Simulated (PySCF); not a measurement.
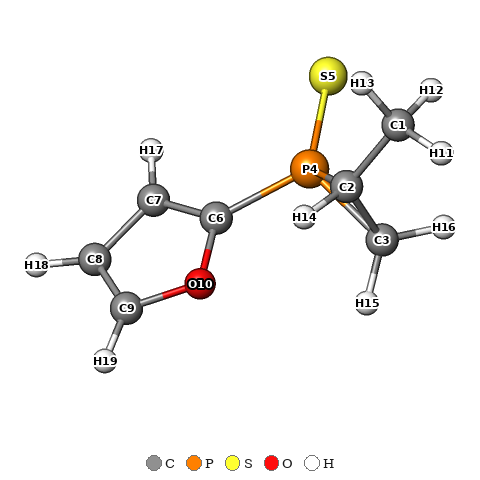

Geometry used (C₇H₉OPS, SMILES C[C@@H]1C[P@@]1(=S)c1ccco1).

GIAO shifts, PBE0/pcSseg-1 (IEF-PCM dichloromethane) with PySCF, at a PBE0-D3(BJ)/def2-SVP geometry (no frequency check), against TMS for ¹³C, PH₃ for ³¹P and TMS for ¹H computed at the same level (³¹P: the usual scale starts at 85 % H₃PO₄ instead). fully decoupled, line heights follow the number of nuclei, widths are arbitrary (no quadrupolar broadening); values of one conformer, averaged over methyl-type rotors and exact or near symmetry; other conformers aren't averaged in.

**Predict the ¹³C spectrum.**

7 signals.


```tsv
δ (ppm)	nuclei	atoms
155.4	1	C9
148.2	1	C6
133.6	1	C7
119.0	1	C8
24.4	1	C2
24.4	1	C3
14.3	1	C1
```

The order of signals that lie close, as those under 2 ppm apart, is within the error of the method.

**Predict the ³¹P spectrum.**

1 signal.


| δ (ppm) | nuclei | atoms |
| --- | --- | --- |
| 172.6 | 1 | P4 |

**Which ¹H signals does it give?**

7 signals.


```tsv
δ (ppm)	nuclei	atoms
7.84	1	H19
7.61	1	H17
6.85	1	H18
2.11	1	H15
2.06	1	H14
1.44	3	H11, H12, H13
1.33	1	H16
```

The order of signals that lie close, as those under 0.08 ppm apart, is within the error of the method.

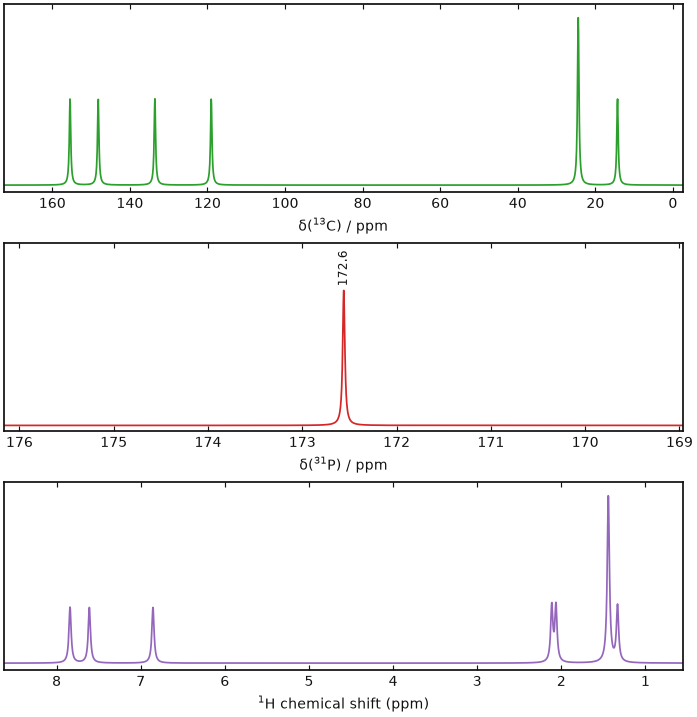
